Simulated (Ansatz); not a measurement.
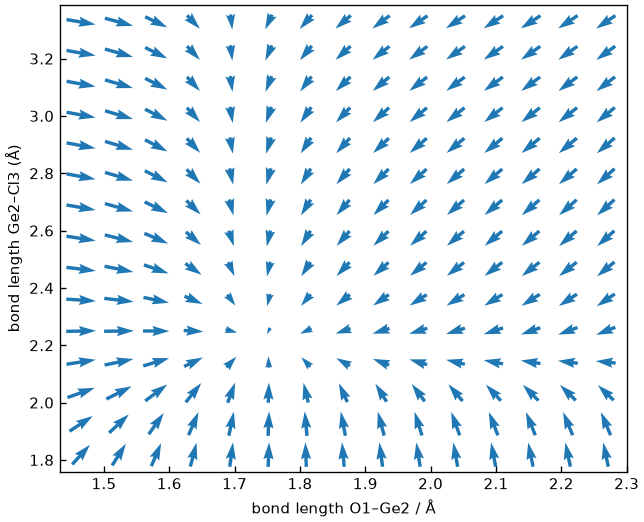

ClGeHO, SMILES [OH][Ge][Cl]. Coordinates scanned: (1) bond length O1–Ge2; (2) bond length Ge2–Cl3. Nothing is relaxed (all other coordinates rigid). The grid has 15 × 15 points. The reference is spin-restricted, which grows unreliable where a bond is stretched far. These are results of RHF/def2-TZVP in Ansatz, not measurements.

Drawn: arrows along the force (downhill), their lengths compressed.

The arrows alone are given. Where is the energy lowest?

The arrows converge at about bond length O1–Ge2 = 1.744 Å, bond length Ge2–Cl3 = 2.218 Å (read from the interpolated surface).

The energy map of the same scan:

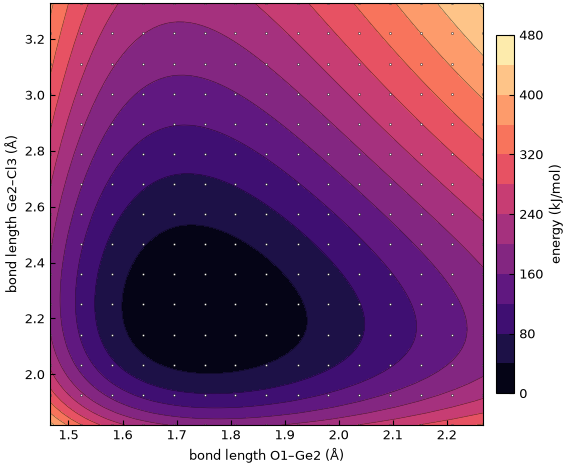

Energies are in kJ/mol, from the relaxed molecule at the same level; between grid points the surface is interpolated.
